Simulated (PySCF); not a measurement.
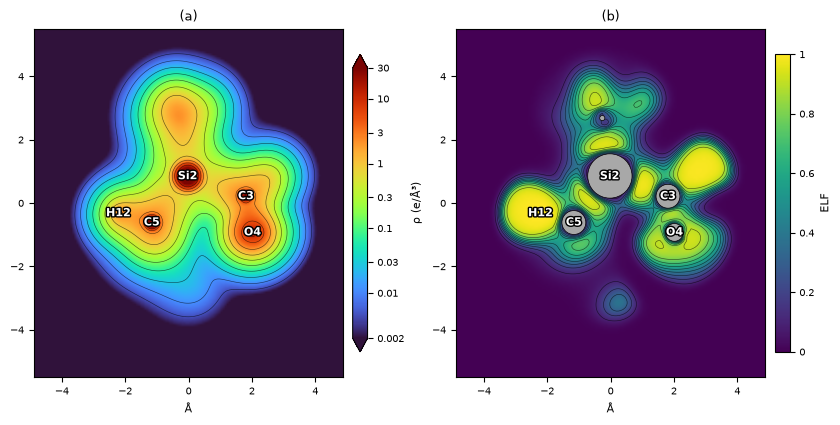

C$_{3}$H$_{8}$FOSi$_{2}$ (charge +1). (a) total electron density; (b) electron localisation function on the plane of atoms Si2, C5 and H12. Grey discs cover the atomic cores in the ELF map.

Geometry: GFN2-xTB.

Theory: PySCF, CAM-B3LYP/def2-SVPD, SCF density, gas phase.

The calculation's input:

```
{"job": {"kind": "uv", "xc": "CAM-B3LYP", "basis": "def2-SVPD", "nstates": 8, "ntriplets": 3}, "charge": 1, "multiplicity": 1}
C     -0.861235    -1.520074     1.724011
Si    -0.303143    -0.003619     0.763742
C     -1.697172     1.166070     0.065624
O     -1.444171     1.776537    -0.932440
C      1.328713     0.542849     0.062155
Si     1.319508     0.331426    -1.905284
F      0.188819    -0.812387    -2.036440
H     -0.809101    -1.349774     2.800288
H     -0.233295    -2.384984     1.506939
H     -1.893205    -1.792758     1.484693
H     -2.686492     1.236591     0.548340
H      2.165674    -0.020520     0.477273
H      1.522914     1.596774     0.273191
H      2.574728    -0.277212    -2.295405
H      0.823044     1.519072    -2.558601
```

Launched as:

```sh
OMP_NUM_THREADS=1 python probes_run.py task.json out
```

Interpret the plot.

Answer. The plane passes through Si, C, O and H nuclei.
C–O (1.20 Å): ρ is about 3.4 e/Å³ halfway; the ELF peaks at about 0.90 between the atoms (a multiple bond).
C–Si (1.86 Å): ρ at the midpoint is about 0.98 e/Å³; the ELF peaks at about 0.95 between the atoms, as expected for localised, covalent bonding.
C–H (1.09 Å): ρ at the midpoint is about 1.9 e/Å³; the ELF climbs to about 1 towards the hydrogen, as it does in any bond to H; an ordinary covalent bond to hydrogen.
C–Si (1.95 Å): the density is about 0.92 e/Å³ at the midpoint; the ELF peaks at about 1 between the atoms: a shared electron pair.
The ELF also peaks beside O4, away from the bonds: lone-pair regions.
